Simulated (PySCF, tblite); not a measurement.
# C₅H₈FNO: dynamics, then NMR shifts on frames, part 2 of 2

tblite 0.8.0 and PySCF 2.14.0. Atoms count from 0.

## (6) Shielding tensors: 800 fs, PBE0/pcSseg-1

The job: settings as JSON, then the geometry in Å.

```
{"job": {"kind": "nmr", "xc": "PBE0", "basis": "pcSseg-1", "pop": false}, "charge": 0, "multiplicity": 1}
C     -0.556000     1.815000     2.161400
C     -1.213200     0.844500     1.455700
F     -2.181400     1.250500     0.603800
N     -1.168400    -0.519400     1.477200
C     -2.259300    -1.470600     2.016400
C      0.078100    -1.148800     1.197300
C      1.230100    -0.171800     0.684100
O      0.251900    -2.290000     1.561500
H      0.077600     1.567100     2.960100
H     -0.800900     2.710900     1.640200
H     -3.114300    -0.764900     1.966100
H     -1.815200    -1.811300     2.927400
H     -2.429400    -2.363300     1.358500
H      0.790600     0.670200     0.092600
H      1.675600     0.253600     1.574100
H      2.008300    -0.697700     0.097200
```

With the program's defaults for keys left out, this is: GIAO PBE0/pcSseg-1 NMR shielding, non-relativistic, gas phase.

Standard output:

```text
coarse grid: 13624 points
cycle   1  E = -424.3462940944  dE =  1.056e+00  |g| = 9.818e-01  |ddm| = 3.453e+00
cycle   2  E = -423.6649155829  dE =  6.814e-01  |g| = 2.108e+00  |ddm| = 2.274e+00
cycle   3  E = -424.5232406085  dE = -8.583e-01  |g| = 2.342e-01  |ddm| = 1.780e+00
cycle   4  E = -424.5329646046  dE = -9.724e-03  |g| = 9.574e-02  |ddm| = 2.270e-01
cycle   5  E = -424.5344325208  dE = -1.468e-03  |g| = 2.257e-02  |ddm| = 6.228e-02
cycle   6  E = -424.5345416247  dE = -1.091e-04  |g| = 5.521e-03  |ddm| = 1.955e-02
cycle   7  E = -424.5345474455  dE = -5.821e-06  |g| = 1.509e-03  |ddm| = 4.609e-03
final grid: 132824 points
cycle   8  E = -424.5992620299  dE = -3.617e-05  |g| = 1.320e-02  |ddm| = 3.066e-02
cycle   9  E = -424.5991751164  dE =  8.691e-05  |g| = 2.528e-02  |ddm| = 2.519e-02
cycle  10  E = -424.5992956695  dE = -1.206e-04  |g| = 2.814e-03  |ddm| = 1.769e-02
cycle  11  E = -424.5992972935  dE = -1.624e-06  |g| = 5.173e-04  |ddm| = 2.027e-03
cycle  12  E = -424.5992973366  dE = -4.304e-08  |g| = 2.405e-04  |ddm| = 6.020e-04
cycle  13  E = -424.5992973492  dE = -1.259e-08  |g| = 6.334e-05  |ddm| = 2.293e-04
cycle  14  E = -424.5992973501  dE = -8.778e-10  |g| = 1.829e-05  |ddm| = 5.470e-05
converged SCF energy = -424.5992973501

GIAO shielding tensors (ppm)
atom      isotropic    diamagn.    paramagn.     s11        s22        s33       span
  0 C       85.247     257.633    -172.387    -28.885    123.506    161.119    190.005
  1 C        8.043     250.146    -242.103   -110.387     65.597     68.918    179.304
  2 F      225.699     477.417    -251.718    154.476    229.019    293.603    139.126
  3 N       96.500     342.013    -245.512     -1.114    107.219    183.396    184.510
  4 C      140.307     244.784    -104.477    104.176    141.269    175.478     71.302
  5 C        6.485     249.953    -243.467    -87.869     27.310     80.015    167.884
  6 C      153.324     253.754    -100.431    141.701    149.848    168.422     26.720
  7 O     -163.589     399.598    -563.188   -536.088   -279.320    324.640    860.728
  8 H       26.644      31.828      -5.183     21.950     26.640     31.342      9.392
  9 H       25.808      29.915      -4.108     21.943     24.780     30.700      8.756
 10 H       27.649      27.105       0.544     23.090     27.652     32.204      9.114
 11 H       27.840      27.952      -0.112     23.411     26.455     33.653     10.242
 12 H       27.585      28.705      -1.121     24.199     25.341     33.214      9.014
 13 H       28.172      33.554      -5.382     23.168     30.140     31.208      8.039
 14 H       29.256      32.437      -3.181     25.061     29.427     33.281      8.220
 15 H       29.165      30.829      -1.664     25.617     27.094     34.785      9.167
```

It took 20 s on 1 thread of Arm Neoverse V2, shared host; peak memory 0.87 GiB.

In short: δ C5 180.4, C1 178.9, C0 101.7, C4 46.6, H9 5.91, H8 5.07 ppm.

## (7) Nuclear shieldings: 1000 fs, PBE0/pcSseg-1

The job: settings as JSON, then the geometry in Å.

```
{"job": {"kind": "nmr", "xc": "PBE0", "basis": "pcSseg-1", "pop": false}, "charge": 0, "multiplicity": 1}
C     -0.739600     2.266200     2.505200
C     -1.273700     1.363500     1.670400
F     -2.136600     1.880900     0.758400
N     -0.811900     0.079800     1.288200
C     -1.933300    -0.913400     0.937800
C      0.429700    -0.405200     1.568000
C      1.640300     0.282100     1.071800
O      0.568500    -1.458700     2.097300
H      0.052200     1.718600     3.106000
H     -1.106300     3.235400     2.657800
H     -1.812500    -1.298600    -0.106500
H     -2.804800    -0.374300     0.987400
H     -1.980500    -1.737400     1.592700
H      1.509400     0.759000     0.016100
H      1.950200     1.114400     1.764700
H      2.511700    -0.403600     1.002200
```

With the program's defaults for keys left out, this is: GIAO PBE0/pcSseg-1 NMR shielding, non-relativistic, gas phase.

Standard output:

```text
coarse grid: 13624 points
cycle   1  E = -424.3392860720  dE =  1.225e+00  |g| = 9.851e-01  |ddm| = 3.488e+00
cycle   2  E = -423.7429414696  dE =  5.963e-01  |g| = 2.005e+00  |ddm| = 2.441e+00
cycle   3  E = -424.5201879469  dE = -7.772e-01  |g| = 2.114e-01  |ddm| = 1.902e+00
cycle   4  E = -424.5281926214  dE = -8.005e-03  |g| = 9.130e-02  |ddm| = 2.130e-01
cycle   5  E = -424.5295467926  dE = -1.354e-03  |g| = 2.293e-02  |ddm| = 5.961e-02
cycle   6  E = -424.5296565896  dE = -1.098e-04  |g| = 6.026e-03  |ddm| = 1.945e-02
cycle   7  E = -424.5296625800  dE = -5.990e-06  |g| = 2.244e-03  |ddm| = 5.092e-03
final grid: 132824 points
cycle   8  E = -424.5932461415  dE = -2.384e-05  |g| = 1.325e-02  |ddm| = 3.011e-02
cycle   9  E = -424.5931532657  dE =  9.288e-05  |g| = 2.573e-02  |ddm| = 2.754e-02
cycle  10  E = -424.5932808399  dE = -1.276e-04  |g| = 2.294e-03  |ddm| = 1.898e-02
cycle  11  E = -424.5932819593  dE = -1.119e-06  |g| = 2.983e-04  |ddm| = 1.598e-03
cycle  12  E = -424.5932819688  dE = -9.555e-09  |g| = 1.631e-04  |ddm| = 3.005e-04
cycle  13  E = -424.5932819729  dE = -4.092e-09  |g| = 3.192e-05  |ddm| = 1.228e-04
cycle  14  E = -424.5932819731  dE = -2.058e-10  |g| = 1.320e-05  |ddm| = 3.412e-05
converged SCF energy = -424.5932819731

GIAO shielding tensors (ppm)
atom      isotropic    diamagn.    paramagn.     s11        s22        s33       span
  0 C       95.820     260.175    -164.355      2.363    123.312    161.786    159.422
  1 C       13.616     248.167    -234.551    -97.952     65.784     73.015    170.967
  2 F      245.928     477.078    -231.150    161.693    249.614    326.476    164.783
  3 N      132.510     337.144    -204.634     78.582    142.533    176.416     97.834
  4 C      147.906     244.755     -96.850    116.545    136.490    190.681     74.136
  5 C       12.300     247.018    -234.718    -86.820     30.767     92.954    179.773
  6 C      157.834     251.717     -93.883    131.690    156.619    185.193     53.503
  7 O     -241.912     399.978    -641.890   -695.231   -336.171    305.665   1000.896
  8 H       26.863      29.212      -2.349     23.725     25.325     31.539      7.814
  9 H       26.549      29.958      -3.409     24.066     25.397     30.183      6.118
 10 H       28.492      30.685      -2.192     23.892     26.351     35.235     11.343
 11 H       30.186      31.532      -1.345     25.675     29.982     34.902      9.227
 12 H       28.831      30.010      -1.178     24.356     27.389     34.750     10.394
 13 H       27.767      31.100      -3.332     23.784     27.479     32.039      8.255
 14 H       27.767      28.864      -1.096     23.462     28.077     31.764      8.303
 15 H       28.628      29.819      -1.191     24.793     27.148     33.943      9.150
```

Run time: 19 s. Hardware: 1 thread of Arm Neoverse V2, shared host; peak memory 0.87 GiB.

Key values: δ C5 174.6, C1 173.3, C0 91.1, C4 39.0, H9 5.17, H8 4.85 ppm.

## (8) Side by side: NMR shifts

Shifts (ppm) of some atoms, chosen among heavy atoms and hydrogens apart, with basis size and wall time:

```tsv
frame	C0	C4	H11	H12	F2	N3	O7	functions	time
250 fs	84.3	34.2	6.13	1.86	-80.0	153.5	515.2	176	27 s
425 fs	83.1	51.5	2.44	5.56	-61.3	187.3	531.3	176	21 s
625 fs	94.2	31.5	3.87	3.43	-71.5	160.9	483.0	176	20 s
800 fs	101.7	46.6	3.88	4.13	-54.8	171.2	499.7	176	20 s
1000 fs	91.1	39.0	1.53	2.89	-75.0	135.2	578.0	176	19 s
```

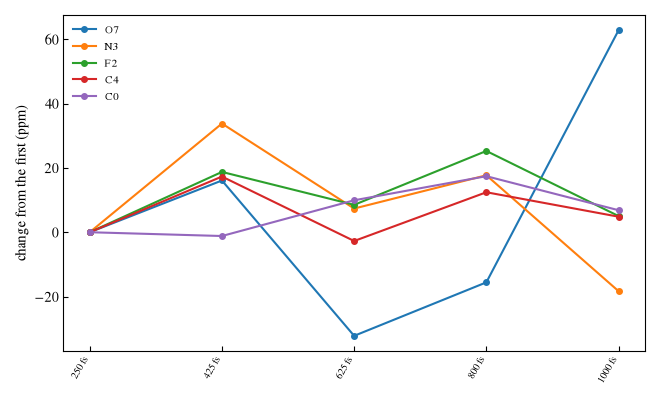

How five of the tabulated atoms move from run to run.

## (9) Outcome

What follows sums up all 2 parts.

```
                                        quantity                                               value
                                      thermostat                                               600 K
                   mean temperature, second half                                               617 K
         mean potential energy above the minimum                                             1.10 eV
  ¹³C shifts against TMS (PBE0/pcSseg-1, 250 fs)                  172.8, 161.1, 84.3, 34.2, 27.4 ppm
   ¹H shifts against TMS (PBE0/pcSseg-1, 250 fs)  6.13, 5.24, 5.20, 3.94, 3.68, 3.59, 2.05, 1.86 ppm
¹⁹F shifts against CFCl3 (PBE0/pcSseg-1, 250 fs)                                           -80.0 ppm
  ¹⁵N shifts against NH3 (PBE0/pcSseg-1, 250 fs)                                           153.5 ppm
  ¹⁷O shifts against H2O (PBE0/pcSseg-1, 250 fs)                                           515.2 ppm
           surface potential, 1st and 99th percentile                                  -1.82 V and 1.34 V
                        range of the shift of O7                                  483.0 to 578.0 ppm
```

**Reading.** In the second half the potential energy averages 1.10 eV above the minimum; equipartition over 42 harmonic modes at 600 K would give 1.09 eV. With 16 atoms the temperature swings widely (258 to 1080 K). Shifts at one fixed geometry are not the observed spectrum, which averages over the motion. In the first frame run (250 fs): The largest span, 816 ppm, is at O7, where the paramagnetic term is -581 ppm. By nearest atom (PBE0/pcSseg-1), the HOMO sits on C0 27 %; N3 27 % and the LUMO on C5 25 %; C0, C1 about 16 % each. In ppm, O7 moves most: its shift spreads over 94.9 ppm, from 483.0 (625 fs) to 578.0 (1000 fs).
